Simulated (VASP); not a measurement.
Band structure of MoSb (relaxed from the zinc blende structure, space group F-43m). Level of theory: r2SCAN meta-GGA, VASP's PBE PAW potentials (set 64) (plane waves; VASP).

Unless said otherwise, spin-orbit coupling is left out, though it shifts the bands of the heavy elements here.

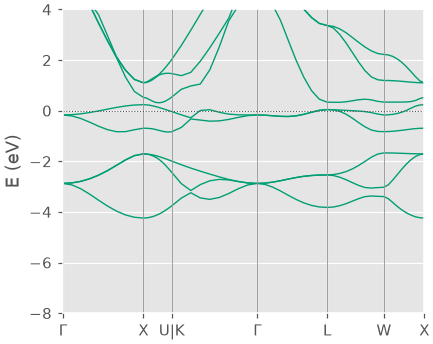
Fig. 1. Bands along high-symmetry lines, zero at the valence-band maximum or, without a gap, the Fermi level

Problem. Read the plot: is there a gap, and where are the band edges?

Solution. It has no gap at this level: it comes out as a metal or semimetal.

The structure was generated: MoSb was put into the zinc blende type (F-43m), which need not be its known phase. It was relaxed first, which changed the volume by -27 %. The electron count is odd and the run is not spin-polarised, which forces a metal.
